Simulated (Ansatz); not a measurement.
# Run report: WH₇ClO, geometry relaxation (part 1 of 2)

WH₇ClO, computed with RHF/def2-SVP (Ansatz 0.2.0).

It belongs to a series of runs on one base structure; here: end point B relaxed. Figures and captions count atoms from 1; the log counts them from 0 in places.

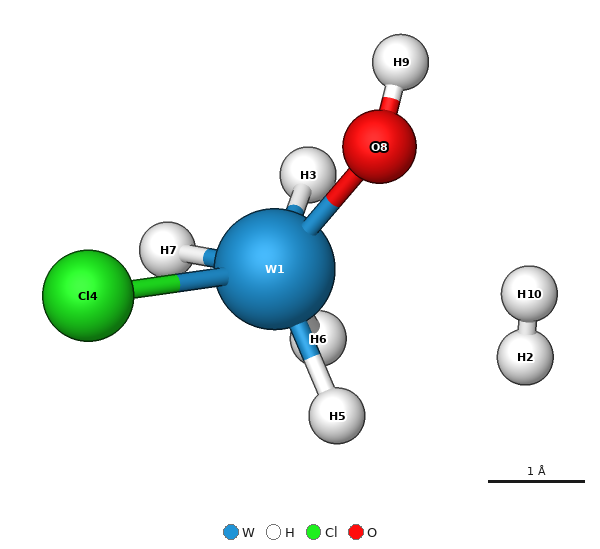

**Figure 1.** The structure as given in the input (ball-and-stick view, seen at a tilt; atoms are numbered from 1 in the order of the input). Sticks mark near contacts.

The input
```yaml
crystal:
  periodic: [false, false, false]
  atoms:
    - { symbol: W, position_ang: [0.204611, 0.553557, -0.139051] }
    - { symbol: H, position_ang: [-0.104844, -0.006767, 2.724326] }
    - { symbol: H, position_ang: [1.427624, -0.448987, -0.604555] }
    - { symbol: Cl, position_ang: [-0.762735, 2.370707, -1.207134] }
    - { symbol: H, position_ang: [-1.098387, -0.042988, 0.726813] }
    - { symbol: H, position_ang: [-0.156648, -1.064083, -0.294065] }
    - { symbol: H, position_ang: [0.272341, 0.042859, -1.711362] }
    - { symbol: O, position_ang: [1.592568, 1.183702, 1.016333] }
    - { symbol: H, position_ang: [2.530682, 1.098756, 0.940068] }
    - { symbol: H, position_ang: [0.501288, 0.359444, 2.767027] }
basis:
  gaussian: { orbitals: def2-SVP }
hamiltonian:
  xc: hf
relax:
  f_tol: 0.03
  max_steps: 50
output:
  orbitals: {}
```

Hardware: 1 thread of Arm Neoverse V1, 24 GiB of memory available, shared host.

Launched with:
```bash
ansatz run input.yaml --threads 1 --pin off --max-ram 2048MiB --backend cpu --events-out ev --progress --plain --runs-dir out
```

The program's output
```
The last accepted step is kept in [file] (removed where the run ends without a failure and the disk answers)
Engine: ansatz 0.2.0, aarch64-unknown-linux-gnu
Functional definition: HF
  exchange = exact_x
  correlation = 0
1049 factors; integrals over basis functions are off by at most 4.7e-4 eV
mean field evaluation 1: about -16446.7121 eV, gradient 3.9e1 eV
mean field evaluation 2: about -16446.8956 eV, gradient 3.9e1 eV
mean field evaluation 4: about -16450.2068 eV, gradient 3.9e0 eV
mean field evaluation 8: about -16450.2695 eV, gradient 4.0e-1 eV
mean field -16450.27090187 eV, -604.5363052497 hartree, gradient 2.4e-5 eV, S^2 0.000000; 0 other end points of the search recorded, 0 dependent functions left out
the calculation of the forces begins
reference -16450.27090187 eV, -604.5363052497 hartree; 23, 23 occupied and 76, 76 virtual orbitals, 1049 factors
relax step   1: F+E_penalty+E_count = -16450.27090187 eV  Δ(F+E_penalty+E_count) = +0.000e0 eV  max|allowed force component| = 1.332e0 eV/Å  Δτ_max = 0.0000 Å  (41 SCF iters, accepted)
these checks for a lower state are left out or cut short: starts, cluster_reference, orbital_swaps, neighbouring_geometries, increment
1049 factors; integrals over basis functions are off by at most 4.6e-4 eV
mean field evaluation 16: about -16450.2101 eV, gradient 3.3e-1 eV
mean field -16450.43333172 eV, -604.5422744367 hartree, gradient 8.1e-5 eV, S^2 0.000000; 0 other end points of the search recorded, 0 dependent functions left out
[... from here on the field's lines of each further geometry are left out, up to the last ...]
relax step   2: F+E_penalty+E_count = -16450.43333172 eV  Δ(F+E_penalty+E_count) = -1.624e-1 eV  max|allowed force component| = 2.472e-1 eV/Å  Δτ_max = 0.1977 Å  (40 SCF iters, accepted)
relax step   3: F+E_penalty+E_count = -16450.52272302 eV  Δ(F+E_penalty+E_count) = -8.939e-2 eV  max|allowed force component| = 2.231e-1 eV/Å  Δτ_max = 0.1949 Å  (43 SCF iters, accepted)
relax step   4: F+E_penalty+E_count = -16450.57598028 eV  Δ(F+E_penalty+E_count) = -5.326e-2 eV  max|allowed force component| = 3.579e-1 eV/Å  Δτ_max = 0.2000 Å  (46 SCF iters, accepted)
relax step   5: F+E_penalty+E_count = -16450.59964588 eV  Δ(F+E_penalty+E_count) = -2.367e-2 eV  max|allowed force component| = 2.916e-1 eV/Å  Δτ_max = 0.2000 Å  (45 SCF iters, accepted)
relax step   6: F+E_penalty+E_count = -16450.60996505 eV  Δ(F+E_penalty+E_count) = -1.032e-2 eV  max|allowed force component| = 1.760e-1 eV/Å  Δτ_max = 0.1999 Å  (45 SCF iters, accepted)
relax step   7: F+E_penalty+E_count = -16450.61674185 eV  Δ(F+E_penalty+E_count) = -6.777e-3 eV  max|allowed force component| = 1.146e-1 eV/Å  Δτ_max = 0.0785 Å  (46 SCF iters, accepted)
relax step   8: F+E_penalty+E_count = -16450.61522161 eV  Δ(F+E_penalty+E_count) = +1.520e-3 eV  max|allowed force component| = 1.867e-1 eV/Å  Δτ_max = 0.1344 Å  (46 SCF iters, rejected (line search))
relax step   9: F+E_penalty+E_count = -16450.61902125 eV  Δ(F+E_penalty+E_count) = -2.279e-3 eV  max|allowed force component| = 6.483e-2 eV/Å  Δτ_max = 0.0641 Å  (45 SCF iters, accepted)
relax step  10: F+E_penalty+E_count = -16450.62041971 eV  Δ(F+E_penalty+E_count) = -1.398e-3 eV  max|allowed force component| = 7.423e-2 eV/Å  Δτ_max = 0.0975 Å  (45 SCF iters, accepted)
relax step  11: F+E_penalty+E_count = -16450.62117632 eV  Δ(F+E_penalty+E_count) = -7.566e-4 eV  max|allowed force component| = 1.135e-1 eV/Å  Δτ_max = 0.1120 Å  (45 SCF iters, accepted)
relax step  12: F+E_penalty+E_count = -16450.62174341 eV  Δ(F+E_penalty+E_count) = -5.671e-4 eV  max|allowed force component| = 7.818e-2 eV/Å  Δτ_max = 0.0470 Å  (33 SCF iters, accepted)
relax step  13: F+E_penalty+E_count = -16450.62217151 eV  Δ(F+E_penalty+E_count) = -4.281e-4 eV  max|allowed force component| = 3.016e-2 eV/Å  Δτ_max = 0.0304 Å  (45 SCF iters, accepted)
relax step  14: F+E_penalty+E_count = -16450.62252016 eV  Δ(F+E_penalty+E_count) = -3.486e-4 eV  max|allowed force component| = 2.496e-2 eV/Å  Δτ_max = 0.0477 Å  (45 SCF iters, accepted)
relax step  15: F+E_penalty+E_count = -16450.62076384 eV  Δ(F+E_penalty+E_count) = +1.756e-3 eV  max|allowed force component| = 2.815e-1 eV/Å  Δτ_max = 0.1260 Å  (45 SCF iters, rejected (line search))
relax step  16: F+E_penalty+E_count = -16450.62304392 eV  Δ(F+E_penalty+E_count) = -5.238e-4 eV  max|allowed force component| = 6.624e-2 eV/Å  Δτ_max = 0.0619 Å  (45 SCF iters, accepted)
relax step  17: F+E_penalty+E_count = -16450.62311859 eV  Δ(F+E_penalty+E_count) = -7.467e-5 eV  max|allowed force component| = 1.272e-1 eV/Å  Δτ_max = 0.0534 Å  (45 SCF iters, accepted)
relax step  18: F+E_penalty+E_count = -16450.62304701 eV  Δ(F+E_penalty+E_count) = +7.158e-5 eV  max|allowed force component| = 2.076e-1 eV/Å  Δτ_max = 0.0502 Å  (45 SCF iters, rejected (line search))
relax step  19: F+E_penalty+E_count = -16450.62430411 eV  Δ(F+E_penalty+E_count) = -1.186e-3 eV  max|allowed force component| = 3.940e-2 eV/Å  Δτ_max = 0.0245 Å  (46 SCF iters, accepted)
relax step  20: F+E_penalty+E_count = -16450.62486451 eV  Δ(F+E_penalty+E_count) = -5.604e-4 eV  max|allowed force component| = 7.117e-2 eV/Å  Δτ_max = 0.0737 Å  (46 SCF iters, accepted)
relax step  21: F+E_penalty+E_count = -16450.62639045 eV  Δ(F+E_penalty+E_count) = -1.526e-3 eV  max|allowed force component| = 1.083e-1 eV/Å  Δτ_max = 0.1102 Å  (45 SCF iters, accepted)
relax step  22: F+E_penalty+E_count = -16450.62664676 eV  Δ(F+E_penalty+E_count) = -2.563e-4 eV  max|allowed force component| = 1.177e-1 eV/Å  Δτ_max = 0.0847 Å  (45 SCF iters, accepted)
relax step  23: F+E_penalty+E_count = -16450.62749301 eV  Δ(F+E_penalty+E_count) = -8.462e-4 eV  max|allowed force component| = 7.691e-2 eV/Å  Δτ_max = 0.0204 Å  (46 SCF iters, accepted)
relax step  24: F+E_penalty+E_count = -16450.62826038 eV  Δ(F+E_penalty+E_count) = -7.674e-4 eV  max|allowed force component| = 7.163e-2 eV/Å  Δτ_max = 0.0807 Å  (45 SCF iters, accepted)
relax step  25: F+E_penalty+E_count = -16450.62885590 eV  Δ(F+E_penalty+E_count) = -5.955e-4 eV  max|allowed force component| = 2.658e-2 eV/Å  Δτ_max = 0.0341 Å  (45 SCF iters, accepted)
relax step  26: F+E_penalty+E_count = -16450.62906253 eV  Δ(F+E_penalty+E_count) = -2.066e-4 eV  max|allowed force component| = 1.012e-1 eV/Å  Δτ_max = 0.0402 Å  (45 SCF iters, accepted)
relax step  27: F+E_penalty+E_count = -16450.62912047 eV  Δ(F+E_penalty+E_count) = -5.794e-5 eV  max|allowed force component| = 6.141e-2 eV/Å  Δτ_max = 0.0478 Å  (46 SCF iters, accepted)
relax step  28: F+E_penalty+E_count = -16450.62950255 eV  Δ(F+E_penalty+E_count) = -3.821e-4 eV  max|allowed force component| = 7.525e-2 eV/Å  Δτ_max = 0.0214 Å  (32 SCF iters, accepted)
relax step  29: F+E_penalty+E_count = -16450.62991873 eV  Δ(F+E_penalty+E_count) = -4.162e-4 eV  max|allowed force component| = 8.579e-2 eV/Å  Δτ_max = 0.0449 Å  (45 SCF iters, accepted)
relax step  30: F+E_penalty+E_count = -16450.62978801 eV  Δ(F+E_penalty+E_count) = +1.307e-4 eV  max|allowed force component| = 2.352e-1 eV/Å  Δτ_max = 0.1301 Å  (45 SCF iters, rejected (line search))
relax step  31: F+E_penalty+E_count = -16450.63059883 eV  Δ(F+E_penalty+E_count) = -6.801e-4 eV  max|allowed force component| = 4.964e-2 eV/Å  Δτ_max = 0.0646 Å  (45 SCF iters, accepted)
relax step  32: F+E_penalty+E_count = -16450.63093402 eV  Δ(F+E_penalty+E_count) = -3.352e-4 eV  max|allowed force component| = 7.015e-2 eV/Å  Δτ_max = 0.0979 Å  (44 SCF iters, accepted)
relax step  33: F+E_penalty+E_count = -16450.63082373 eV  Δ(F+E_penalty+E_count) = +1.103e-4 eV  max|allowed force component| = 1.972e-1 eV/Å  Δτ_max = 0.1117 Å  (45 SCF iters, rejected (line search))
relax step  34: F+E_penalty+E_count = -16450.63157498 eV  Δ(F+E_penalty+E_count) = -6.410e-4 eV  max|allowed force component| = 5.618e-2 eV/Å  Δτ_max = 0.0472 Å  (45 SCF iters, accepted)
relax step  35: F+E_penalty+E_count = -16450.63168962 eV  Δ(F+E_penalty+E_count) = -1.146e-4 eV  max|allowed force component| = 8.932e-2 eV/Å  Δτ_max = 0.0383 Å  (45 SCF iters, accepted)
relax step  36: F+E_penalty+E_count = -16450.63192504 eV  Δ(F+E_penalty+E_count) = -2.354e-4 eV  max|allowed force component| = 1.074e-1 eV/Å  Δτ_max = 0.0291 Å  (45 SCF iters, accepted)
relax step  37: F+E_penalty+E_count = -16450.63210353 eV  Δ(F+E_penalty+E_count) = -1.785e-4 eV  max|allowed force component| = 7.733e-2 eV/Å  Δτ_max = 0.0093 Å  (32 SCF iters, accepted)
relax step  38: F+E_penalty+E_count = -16450.63236618 eV  Δ(F+E_penalty+E_count) = -2.626e-4 eV  max|allowed force component| = 4.374e-2 eV/Å  Δτ_max = 0.0336 Å  (45 SCF iters, accepted)
relax step  39: F+E_penalty+E_count = -16450.63255005 eV  Δ(F+E_penalty+E_count) = -1.839e-4 eV  max|allowed force component| = 9.593e-2 eV/Å  Δτ_max = 0.0583 Å  (45 SCF iters, accepted)
relax step  40: F+E_penalty+E_count = -16450.63264562 eV  Δ(F+E_penalty+E_count) = -9.557e-5 eV  max|allowed force component| = 8.291e-2 eV/Å  Δτ_max = 0.0128 Å  (45 SCF iters, accepted)
relax step  41: F+E_penalty+E_count = -16450.63284949 eV  Δ(F+E_penalty+E_count) = -2.039e-4 eV  max|allowed force component| = 3.485e-2 eV/Å  Δτ_max = 0.0301 Å  (45 SCF iters, accepted)
relax step  42: F+E_penalty+E_count = -16450.63299358 eV  Δ(F+E_penalty+E_count) = -1.441e-4 eV  max|allowed force component| = 3.639e-2 eV/Å  Δτ_max = 0.0832 Å  (45 SCF iters, accepted)
relax step  43: F+E_penalty+E_count = -16450.63314822 eV  Δ(F+E_penalty+E_count) = -1.546e-4 eV  max|allowed force component| = 3.772e-2 eV/Å  Δτ_max = 0.0168 Å  (45 SCF iters, accepted)
relax step  44: F+E_penalty+E_count = -16450.63326270 eV  Δ(F+E_penalty+E_count) = -1.145e-4 eV  max|allowed force component| = 3.533e-2 eV/Å  Δτ_max = 0.0087 Å  (34 SCF iters, accepted)
relax step  45: F+E_penalty+E_count = -16450.63335696 eV  Δ(F+E_penalty+E_count) = -9.427e-5 eV  max|allowed force component| = 3.185e-2 eV/Å  Δτ_max = 0.0135 Å  (44 SCF iters, accepted)
relax step  46: F+E_penalty+E_count = -16450.63354162 eV  Δ(F+E_penalty+E_count) = -1.847e-4 eV  max|allowed force component| = 4.525e-2 eV/Å  Δτ_max = 0.0606 Å  (45 SCF iters, accepted)
relax step  47: F+E_penalty+E_count = -16450.63362016 eV  Δ(F+E_penalty+E_count) = -7.854e-5 eV  max|allowed force component| = 4.174e-2 eV/Å  Δτ_max = 0.0185 Å  (44 SCF iters, accepted)
relax step  48: F+E_penalty+E_count = -16450.63370771 eV  Δ(F+E_penalty+E_count) = -8.756e-5 eV  max|allowed force component| = 3.120e-2 eV/Å  Δτ_max = 0.0271 Å  (45 SCF iters, accepted)
the calculation of the forces begins
reference -16450.63376946 eV, -604.5496403874 hartree; 23, 23 occupied and 76, 76 virtual orbitals, 1049 factors
relax step  49: F+E_penalty+E_count = -16450.63376946 eV  Δ(F+E_penalty+E_count) = -6.174e-5 eV  max|allowed force component| = 1.778e-2 eV/Å  Δτ_max = 0.0263 Å  (45 SCF iters, accepted)
1049 factors; integrals over basis functions are off by at most 1.1e-3 eV
mean field evaluation 448: about -16450.6338 eV, gradient 1.8e-5 eV
```

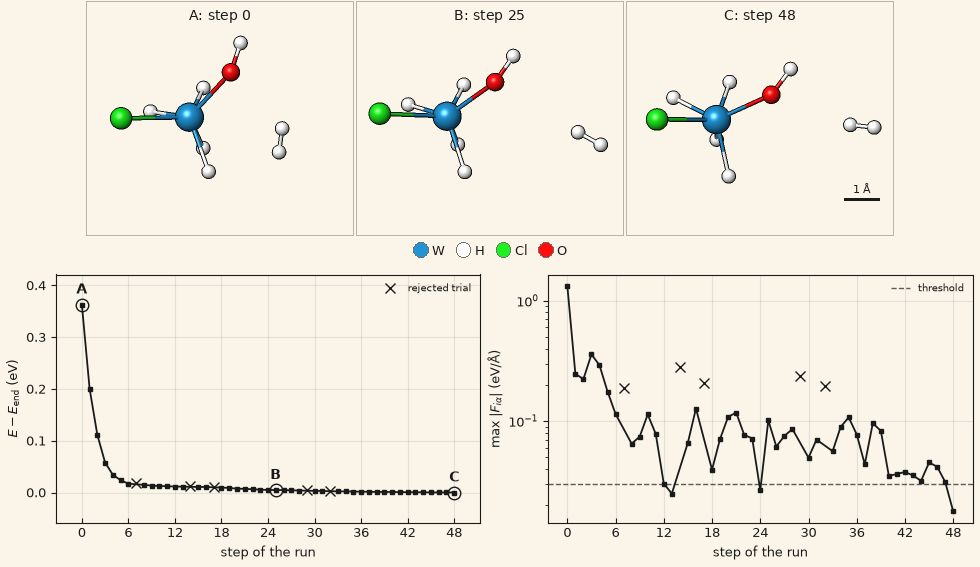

**Figure 2.** Frames of the relaxation (ball-and-stick view, seen at a tilt) above the curves, on which the letters mark them (the first geometry is step 0 here and step 1 in the log).

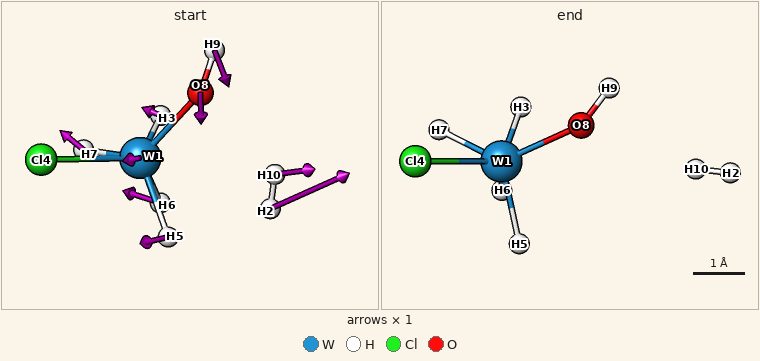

**Figure 3.** Before (left) and after (right) the relaxation, at one scale (ball-and-stick view, seen at a tilt). The pink arrows give the displacements, at true length. H2 moves most after the best rigid fit: 2.22 Å. By element the largest moves are H 2.22 Å, O 0.73 Å, W 0.49 Å, Cl 0.12 Å. Among the contacts that change: W1–O8 1.913 → 1.872 Å, H2–H10 0.709 → 0.747 Å, W1–H7 1.655 → 1.663 Å, W1–H5 1.674 → 1.681 Å. Among the angles that change: H5–W1–O8 111.7° → 104.0°, W1–O8–H9 129.9° → 135.1°, H7–W1–O8 130.2° → 133.9°. Over 48 geometry steps the energy falls by 0.363 eV. The largest force component goes from 1.3 to 0.018 eV/Å. The line search rejected the trial steps at points 7, 14, 17, 29, 32 (counted from 0) and went back. (Atoms are counted from 1 in the order of the input.)
